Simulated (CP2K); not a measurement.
**C2H5FO (methoxymethyl fluoride) at PM6**

What is the energy difference between two shapes of C2H5FO (methoxymethyl fluoride) at PM6? 

The results are computed with CP2K 2026.2.

3 further runs of the same task are left out: 3 set aside as unsound or not needed.

## 1. Starting point

C2H5FO has 9 atoms, charge 0, and is taken as a singlet. As SMILES, `COCF`. The coordinates come from a GFN2-xTB relaxation. This is one conformer, not always the lowest.

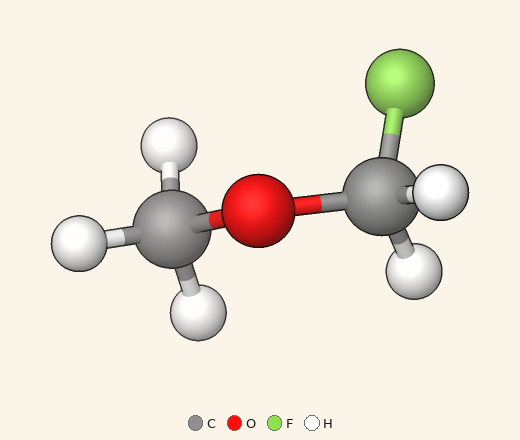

Viewed from a chosen angle; carbon grey, oxygen red, fluorine green, hydrogen white.

## 2. Energy and gradient at PM6

File job.inp:

```
&GLOBAL
  PROJECT job
  RUN_TYPE ENERGY_FORCE
  PRINT_LEVEL MEDIUM
&END GLOBAL

&FORCE_EVAL
  METHOD QUICKSTEP
  &DFT
    &QS
      METHOD PM6
      EPS_DEFAULT 1.0E-10
      &SE
        &COULOMB
          CUTOFF [angstrom] 50
          RC_RANGE [angstrom] 0
        &END COULOMB
        &EXCHANGE
          CUTOFF [angstrom] 50
          RC_RANGE [angstrom] 0
        &END EXCHANGE
      &END SE
    &END QS
    &POISSON
      PERIODIC NONE
      POISSON_SOLVER ANALYTIC
    &END POISSON
    &SCF
      SCF_GUESS ATOMIC
      EPS_SCF 1.0E-07
      MAX_SCF 100
      ADDED_MOS 2
      &DIAGONALIZATION
        ALGORITHM STANDARD
      &END DIAGONALIZATION
      &MIXING
        METHOD DIRECT_P_MIXING
        ALPHA 0.4
      &END MIXING
    &END SCF
    &PRINT
      &MOMENTS
        PERIODIC F
        REFERENCE COM
        MAX_MOMENT 1
      &END MOMENTS
      &MO ON
        ENERGIES T
        OCCUPATION_NUMBERS T
        NDIGITS 6
        &EACH
          QS_SCF 0
        &END EACH
        ADD_LAST NUMERIC
      &END MO
      &HIRSHFELD OFF
      &END HIRSHFELD
    &END PRINT
  &END DFT
  &SUBSYS
    &CELL
      ABC 15.1 15.3 15.1
      PERIODIC NONE
    &END CELL
    &COORD
      C      6.719275     8.345780     6.756125
      O      7.286175     8.043500     8.020555
      C      7.937295     6.848240     8.071165
      F      9.087435     6.863770     7.308305
      H      6.012565     7.565490     6.453105
      H      6.197975     9.291980     6.876355
      H      7.495885     8.446750     5.993155
      H      7.337835     6.008020     7.678555
      H      8.246165     6.673630     9.106845
    &END COORD
  &END SUBSYS
  &PRINT
    &FORCES ON
    &END FORCES
  &END PRINT
&END FORCE_EVAL
```

The run is started by

```sh
OMP_NUM_THREADS=1 cp2k.psmp job.inp > job.out
```

What it wrote:

```text
CP2K| version string:                                       CP2K version 2026.2
[...]
 GLOBAL| Method name                                                        CP2K
[...]
 GLOBAL| Run type                                                   ENERGY_FORCE
[...]
                             - Atoms:                                          9
[...]
                             - Spherical basis functions:                     21
[...]
 Number of electrons:                                                         26
[...]
     1 P_Mix/Diag. 0.40E+00    0.0     0.70915839       -33.7253864141 -3.37E+01
[...]
    20 DIIS/Diag.  0.32E-07    0.0     0.00000007       -39.5285141192 -5.68E-14
  *** SCF run converged in    20 steps ***
  Core-core repulsion energy [eV]:                           1813.87356116166870
  Core Hamiltonian energy [eV]:                             -1779.94182372088676
  Two-electron integral energy [eV]:                        -2219.11461683432344
  Electronic energy [eV]:                                   -2889.49913213804848
  Total energy [eV]:                                        -1075.62557097637978
  Atomic reference energy [eV]:                              1071.44238661698546
  Heat of formation [kcal/mol]:                               -96.46653065249117
[...]
 SE_DIPOLE| Moment [Debye]          1.71121626       0.77972460       0.61715535
 SE_DIPOLE| Derivative [a.u.]       0.00000000       0.00000000       0.00000000
 ENERGY| Total FORCE_EVAL ( QS ) energy [hartree]            -39.528514119182525
 FORCES| Atomic forces [hartree/bohr]
 FORCES|   Atom     x               y               z               |f|
 FORCES|      1 -9.80539007E-03  7.04991674E-04 -2.26250086E-02   2.46684759E-02
 FORCES|      2  1.32951080E-03  2.62045575E-02  1.12266228E-02   2.85391572E-02
 FORCES|      3  1.65109066E-02 -4.24132530E-02  4.67011233E-05   4.55136930E-02
 FORCES|      4 -5.78420987E-03  8.79905315E-03  2.24539538E-03   1.07667182E-02
 FORCES|      5 -1.97896967E-03 -6.36769089E-04 -1.34115125E-04   2.08321451E-03
 FORCES|      6 -8.34526895E-04  4.23385776E-03  4.82670056E-03   6.47449032E-03
 FORCES|      7  2.04946911E-03  1.83079004E-03 -1.59844210E-03   3.17917174E-03
 FORCES|      8 -2.27545703E-03 -3.03838196E-03 -1.79938641E-03   4.20086432E-03
 FORCES|      9  7.88666988E-04  4.31515389E-03  7.81153234E-03   8.95893890E-03
 FORCES| Sum    -9.29811783E-16  8.32667268E-17 -2.63677968E-16
 FORCES| Total atomic force                                       9.70056375E-16
[...]
```

Run time: 0.28 s. Hardware: 1 thread of Arm Neoverse V1, shared host.

## 3. The distorted shape

File mol.inp:

```
&GLOBAL
 PROJECT mol
 RUN_TYPE ENERGY_FORCE
 PRINT_LEVEL MEDIUM
&END

&FORCE_EVAL
 METHOD QS
 &DFT
  &QS
   METHOD PM6
   EPS_DEFAULT 1.0E-10
   &SE
    &COULOMB
     CUTOFF [angstrom] 50
     RC_RANGE [angstrom] 0
    &END
    &EXCHANGE
     CUTOFF [angstrom] 50
     RC_RANGE [angstrom] 0
    &END
   &END
  &END
  &POISSON
   PERIODIC NONE
   POISSON_SOLVER ANALYTIC
  &END
  &SCF
   SCF_GUESS ATOMIC
   EPS_SCF 1.0E-07
   MAX_SCF 100
   ADDED_MOS 2
   &DIAGONALIZATION
    ALGORITHM STANDARD
   &END
   &MIXING
    METHOD DIRECT_P_MIXING
    ALPHA 0.4
   &END
  &END
  &PRINT
   &MOMENTS
    PERIODIC F
    REFERENCE COM
    MAX_MOMENT 1
   &END
   &MO ON
    ENERGIES T
    OCCUPATION_NUMBERS T
    NDIGITS 6
    &EACH
     QS_SCF 0
    &END
    ADD_LAST NUMERIC
   &END
   &HIRSHFELD OFF
   &END
  &END
 &END
 &SUBSYS
  &CELL
   ABC 14.9 15.2 15
   PERIODIC NONE
  &END
  &COORD
   C      6.561090     8.256724     6.790530
   O      7.166157     7.881722     8.071888
   C      7.760096     6.639117     8.238675
   F      8.886128     6.782066     7.247584
   H      6.013872     7.468142     6.588224
   H      6.172912     9.212490     6.938352
   H      7.455034     8.418696     6.019116
   H      7.271606     5.987510     7.712712
   H      8.171434     6.709380     8.980884
  &END
 &END
 &PRINT
  &FORCES ON
  &END
 &END
&END
```

The run is started by

```sh
OMP_NUM_THREADS=1 cp2k.psmp -i mol.inp > mol.out 2>&1
```

What it wrote:

```text
CP2K| version string:                                       CP2K version 2026.2
[...]
 GLOBAL| Method name                                                        CP2K
[...]
 GLOBAL| Run type                                                   ENERGY_FORCE
[...]
                             - Atoms:                                          9
[...]
                             - Spherical basis functions:                     21
[...]
 Number of electrons:                                                         26
[...]
     1 P_Mix/Diag. 0.40E+00    0.0     0.71437217       -33.5699214411 -3.36E+01
[...]
    19 DIIS/Diag.  0.11E-06    0.0     0.00000009       -39.4539536909 -8.53E-14
  *** SCF run converged in    19 steps ***
  Core-core repulsion energy [eV]:                           1828.05630714807353
  Core Hamiltonian energy [eV]:                             -1787.68847079133934
  Two-electron integral energy [eV]:                        -2227.92902979564133
  Electronic energy [eV]:                                   -2901.65298568916023
  Total energy [eV]:                                        -1073.59667854108648
  Atomic reference energy [eV]:                              1071.44238661698546
  Heat of formation [kcal/mol]:                               -49.67915589567743
[...]
 SE_DIPOLE| Moment [Debye]          1.87817876       0.61627610       0.47364674
 SE_DIPOLE| Derivative [a.u.]       0.00000000       0.00000000       0.00000000
 ENERGY| Total FORCE_EVAL ( QS ) energy [hartree]            -39.453953690871018
 FORCES| Atomic forces [hartree/bohr]
 FORCES|   Atom     x               y               z               |f|
 FORCES|      1  8.23342388E-02  8.15029482E-03 -6.98854973E-03   8.30312833E-02
 FORCES|      2 -1.02116993E-02  4.71468851E-02  1.18464063E-02   4.96733825E-02
 FORCES|      3  1.30128947E-02  5.59506599E-02 -1.57017097E-01   1.67195037E-01
 FORCES|      4 -1.83760280E-02 -5.67018160E-03  2.60781324E-02   3.24021350E-02
 FORCES|      5 -4.53057966E-02 -3.67735238E-02 -2.80666774E-02   6.47506420E-02
 FORCES|      6 -1.57071911E-02  1.89318513E-02  8.38866482E-03   2.59903933E-02
 FORCES|      7 -2.80242346E-02 -7.19999931E-03  2.18263678E-02   3.62434552E-02
 FORCES|      8 -4.15231626E-02 -6.94362161E-02 -1.83962729E-02   8.29697776E-02
 FORCES|      9  6.38009787E-02 -1.10997704E-02  1.42329025E-01   1.56369182E-01
 FORCES| Sum    -1.30451205E-15  2.77555756E-16 -5.82867088E-16
 FORCES| Total atomic force                                       1.45551466E-15
[...]
```

Wall time 0.28 s (1 thread of Arm Neoverse V1, shared host).

## 4. Outcome

Level: PM6.

| quantity | value |
| --- | --- |
| first shape: total energy | -39.52851 Eh |
| first shape: dipole moment | 1.98 D |
| first shape: HOMO energy | -10.75 eV |
| first shape: LUMO energy | 1.82 eV |
| first shape: HOMO–LUMO gap | 12.57 eV |
| first shape: heat of formation at this unrelaxed shape | -96.5 kcal/mol |
| first shape: largest force on an atom | 2.340 eV/Å |
| distorted shape: total energy | -39.45395 Eh |
| distorted shape: dipole moment | 2.03 D |
| distorted shape: HOMO energy | -10.88 eV |
| distorted shape: LUMO energy | 1.01 eV |
| distorted shape: HOMO–LUMO gap | 11.89 eV |
| distorted shape: heat of formation at this unrelaxed shape | -49.7 kcal/mol |
| distorted shape: largest force on an atom | 8.598 eV/Å |
| energy change with the atoms displaced | 2.029 eV |

**Reading.** With the atoms displaced the energy rises by 2.03 eV (196 kJ/mol). The first shape isn't relaxed at this level, so the change isn't measured from a minimum. The largest force (first shape) is 2.34 eV/Å: the shape isn't a stationary point for this species at this level.
